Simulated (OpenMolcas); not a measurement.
**quartet Si2NH6: levels of theory compared**

Wanted: a comparison of 6 runs (UHF/STO-3G, UB3LYP/6-31G*, U-revPBE/cc-pVDZ, UPBE/cc-pVDZ, ROMP2/cc-pVDZ, ROCCSD(T)/cc-pVDZ) of quartet Si2NH6. 

The results are computed with OpenMolcas 26.06.

### 1 The molecule

Si2NH6 has 9 atoms, charge 0, and is taken as a quartet. SMILES of the parent species: `[SiH2]N[SiH3]`. Geometry: relaxed at PBE0-D4/def2-TZVP. This is one conformer, not always the lowest. That shape belongs to the parent species and isn't relaxed for this state.

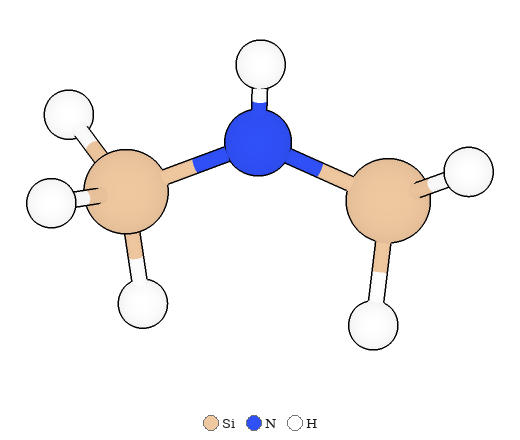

The structure, seen from a chosen angle (silicon light orange, nitrogen blue, hydrogen white).

### 2 The energy at UHF/STO-3G (run 1)

calc.inp reads:

```
&GATEWAY
BasLib
$CurrDir
Coord
9
angstrom
Si      -1.200900       0.925300      -0.948400
N        0.196900       0.625800       0.025200
Si       0.611700      -0.820500       0.880200
H       -1.616500      -0.372000      -1.554500
H       -0.842900       1.913400      -2.010900
H        0.764100       1.439300       0.222200
H        1.982600      -1.276500       0.525400
H       -0.378200      -1.853400       0.488500
H        0.571600      -0.627700       2.355400
Basis
STO-3G
Group
NoSym
&SEWARD
&SCF
UHF
Spin
4
Thresholds
1e-10 1e-07 1e-07 1e-05
PrOrbitals
1
```

The basis set STO-3G is read from a file made from the Basis Set Exchange's data (not shown).

Command:

```sh
$ export MOLCAS_MEM=1860
$ pymolcas calc.inp > calc.log
```

Standard output:

```text
--- Start Module: gateway ---
[...]
--- Stop Module: gateway /rc=_RC_ALL_IS_WELL_ ---
--- Start Module: seward ---
[...]
      Basis functions           29
--- Stop Module: seward /rc=_RC_ALL_IS_WELL_ ---
[...]
--- Start Module: scf ---
[...]
       Convergence after  20 Iterations
[...]
::    Total SCF energy                               -628.0911660538
[...]
      Total spin, S                                     1.5017327464
[...]
      Total electronic charge=   41.000000
      Total            charge=   -0.000000
[...]
      Dipole Moment (debye):
      Origin of the operator (angstrom)=   -0.1742    0.1436   -0.0201
                   X=  7.1095E-02               Y=  1.7710E+00               Z=  5.8307E-01           Total=  1.8658E+00
      Quadrupole Moment (debye*angstrom):
[...]
--- Stop Module: scf /rc=_RC_ALL_IS_WELL_ ---
[...]
```

It took 3.3 s on 1 thread of AMD EPYC 7R43 (Zen 3), shared host; peak memory 0.37 GiB.

### 3 A single-point energy at UB3LYP/6-31G(d) (Cartesian functions) (run 2)

run.inp reads:

```
>>> EXPORT MOLCAS_PRINT=2

&GATEWAY
 BasLib=$CurrDir
 Coord
 9
 bohr
 Si    -2.26937210     1.74856358    -1.79221626
 N      0.37208707     1.18259061     0.04762110
 Si     1.15594547    -1.55052029     1.66333693
 H     -3.05474228    -0.70297812    -2.93757926
 H     -1.59285015     3.61580197    -3.80005026
 H      1.44393973     2.71988281     0.41989714
 H      3.74657101    -2.41223540     0.99286211
 H     -0.71469442    -3.50241840     0.92313121
 H      1.08016745    -1.18618109     4.45106091
 Basis=6-31Gs
 Group=NoSym

&SEWARD
 GridInput
 Grid=UltraFine
 End of Grid

&SCF
 UHF
 Spin=4
 KSDFT=B3LYP
 Thresholds=1e-10 1e-07 1e-07 1e-05
 PrOrbitals=1 2
```

The basis set 6-31G* is read from a file made from the Basis Set Exchange's data (not shown).

Command:

```sh
$ export MOLCAS_MEM=1860
$ pymolcas run.inp > run.log
```

Standard output:

```text
--- Start Module: gateway ---
[...]
--- Stop Module: gateway /rc=_RC_ALL_IS_WELL_ ---
--- Start Module: seward ---
[...]
      Basis functions           65
--- Stop Module: seward /rc=_RC_ALL_IS_WELL_ ---
[...]
--- Start Module: scf ---
[...]
       Convergence after  22 Iterations
[...]
::    Total KS-DFT energy                            -637.0993012184
[...]
      Total spin, S                                     1.5014653648
[...]
      Total electronic charge=   41.000000
      Total            charge=   -0.000000
[...]
      Dipole Moment (debye):
      Origin of the operator (angstrom)=   -0.1742    0.1436   -0.0201
                   X=  1.1067E+00               Y=  6.0141E-01               Z=  5.7454E-01           Total=  1.3844E+00
      Quadrupole Moment (debye*angstrom):
[...]
--- Stop Module: scf /rc=_RC_ALL_IS_WELL_ ---
[...]
```

It took 54 s on 1 thread of AMD EPYC 7R43 (Zen 3), shared host; peak memory 0.4 GiB.

Run 3 isn't shown in full; the table further down has it.

### 4 A single-point energy at UPBE/cc-pVDZ (run 4)

mol.xyz reads:

```xyz
9

Si    -1.200900     0.925300    -0.948400
N      0.196900     0.625800     0.025200
Si     0.611700    -0.820500     0.880200
H     -1.616500    -0.372000    -1.554500
H     -0.842900     1.913400    -2.010900
H      0.764100     1.439300     0.222200
H      1.982600    -1.276500     0.525400
H     -0.378200    -1.853400     0.488500
H      0.571600    -0.627700     2.355400
```

calc.inp reads:

```
* H6NSi2 Kohn-Sham DFT

&gateway
  baslib=$CurrDir
  coord=mol.xyz
  basis=cc-pVDZ
  group=NoSym

&seward
  gridinput
  Grid=UltraFine
  End of Grid

&scf
  uhf
  spin=4
  ksdft=PBE
  thresholds=1e-10 1e-07 1e-07 1e-05
  prorbitals=0
```

The basis set cc-pVDZ is read from a file made from the Basis Set Exchange's data (not shown).

Command:

```sh
$ export MOLCAS_MEM=1860
$ pymolcas calc.inp > calc.log
```

Standard output:

```text
--- Start Module: gateway ---
[...]
--- Stop Module: gateway /rc=_RC_ALL_IS_WELL_ ---
--- Start Module: seward ---
[...]
      Basis functions           80
--- Stop Module: seward /rc=_RC_ALL_IS_WELL_ ---
[...]
--- Start Module: scf ---
[...]
       Convergence after  25 Iterations
[...]
::    Total KS-DFT energy                            -636.7114595044
[...]
      Total spin, S                                     1.5012773631
[...]
      Total electronic charge=   41.000000
      Total            charge=   -0.000000
[...]
      Dipole Moment (debye):
      Origin of the operator (angstrom)=   -0.1742    0.1436   -0.0201
                   X=  1.1835E+00               Y=  3.1663E-01               Z=  7.2624E-01           Total=  1.4242E+00
      Quadrupole Moment (debye*angstrom):
[...]
--- Stop Module: scf /rc=_RC_ALL_IS_WELL_ ---
[...]
```

It took 73 s on 1 thread of AMD EPYC 7R43 (Zen 3), shared host; peak memory 0.45 GiB.

Run 5 isn't shown in full; the table further down has it.

### 5 A single-point energy at ROCCSD(T)/cc-pVDZ (run 6)

mol.input reads:

```
&gateway
baslib=$CurrDir
coord
9
bohr
Si    -2.26937210     1.74856358    -1.79221626
N      0.37208707     1.18259061     0.04762110
Si     1.15594547    -1.55052029     1.66333693
H     -3.05474228    -0.70297812    -2.93757926
H     -1.59285015     3.61580197    -3.80005026
H      1.44393973     2.71988281     0.41989714
H      3.74657101    -2.41223540     0.99286211
H     -0.71469442    -3.50241840     0.92313121
H      1.08016745    -1.18618109     4.45106091
basis=cc-pVDZ
group=NoSym
&seward
&scf
uhf
spin=4
thresholds=1e-10 1e-07 1e-07 1e-05
prorbitals=1 2
&rasscf
fileorb=$Project.UnaOrb
spin=4
nactel=3 0 0
inactive=19
ras2=3
outorbitals=Canonical
orblisting=NoCore
&motra
jobiph
frozen=11
&ccsdt
cct
triples=3
iterations=80
accuracy=1e-08
extrapolation=5 4
```

The basis set cc-pVDZ is read from a file made from the Basis Set Exchange's data (not shown).

Command:

```sh
$ export MOLCAS_MEM=1860
$ pymolcas mol.input > mol.log
```

Standard output:

```text
--- Start Module: gateway ---
[...]
--- Stop Module: gateway /rc=_RC_ALL_IS_WELL_ ---
[...]
      Basis functions           80
[...]
       Convergence after  24 Iterations
[...]
::    Total SCF energy                               -635.5702231886
[...]
      Total spin, S                                     1.5032619113
[...]
      Number of active orbitals                  3
[...]
      Spin quantum number                      1.5
[...]
      Active orbitals                            3
[...]
      Number of CSFs                             1
[...]
      Number of root(s) required                 1
[...]
      Convergence after 14 iterations
[...]
      printout of CI-coefficients larger than  0.05 for root  1
      energy=    -635.563906
      conf/sym  111     Coeff  Weight
             1  uuu   1.00000 1.00000
      Natural orbitals and occupation numbers for root  1
      sym 1:   1.000000   1.000000   1.000000
      ************************************************************************************************************************
      *                                                    Final results                                                     *
[...]
::    RASSCF root number  1 Total energy:   -635.56390643
[...]
      Total electronic charge=   41.000000
      Total            charge=   -0.000000
[...]
      Dipole Moment (debye):
      Origin of the operator (angstrom)=   -0.1742    0.1436   -0.0201
                   X=  9.0172E-01               Y= -1.9252E-01               Z=  6.7524E-01           Total=  1.1428E+00
      Quadrupole Moment (debye*angstrom):
[...]
--- Start Module: motra ---
[...]
      *** WARNING: Default frozen orbitals is overwritten by user input.
      *** Default values:   5
[...]
--- Stop Module: motra /rc=_RC_ALL_IS_WELL_ ---
[...]
--- Start Module: ccsdt ---
[...]
      Convergence after                    28  Iterations
      Total energy (diff) :    -635.96344600      -0.00000001
[...]
 METHOD                       : CCSD+T(CCSD)+<T3(1)WT1>+<T3(1)UT2> = CCSD(T)
[...]
       CCSD     =      -635.9634459959276
[...]
--- Stop Module: ccsdt /rc=_RC_ALL_IS_WELL_ ---
[...]
```

Wall time 51 s (1 thread of AMD EPYC 7R43 (Zen 3), shared host); peak memory 0.44 GiB.

### 6 All runs side by side

| run | level | Cartesian functions | integration grid | energy (Eh) | dipole moment (D) | ⟨S²⟩ | wall time |
| --- | --- | --- | --- | --- | --- | --- | --- |
| 1 | UHF/STO-3G | no | – | -628.091166 | 1.87 | 3.757 | 3.3 s |
| 2 | UB3LYP/6-31G* (Cartesian functions) | yes | UltraFine | -637.099301 | 1.38 | 3.756 | 54 s |
| 3 | U-revPBE/cc-pVDZ | no | UltraFine | -636.951278 | 1.42 | 3.756 | 73 s |
| 4 | UPBE/cc-pVDZ | no | UltraFine | -636.711460 | 1.42 | 3.755 | 73 s |
| 5 | ROMP2/cc-pVDZ | no | – | -635.918289 | – | – | 20 s |
| 6 | ROCCSD(T)/cc-pVDZ | no | – | -635.974894 | – | – | 51 s |

### 7 Summary of results

```
             quantity          value
  run 6: total energy  -635.97489 Eh
run 6: (T) correction     -11.45 mEh
```

Over runs 1, 2, 3, 4 the dipole moment (its size) runs from 1.38 D (UB3LYP/6-31G*) to 1.87 D (UHF/STO-3G). The two ends differ in method and basis. Totals of different functionals can't be ranked against each other. In run 1 the basis is minimal, so the values are rough. All runs together took 4.6 min, the longest 73 s.
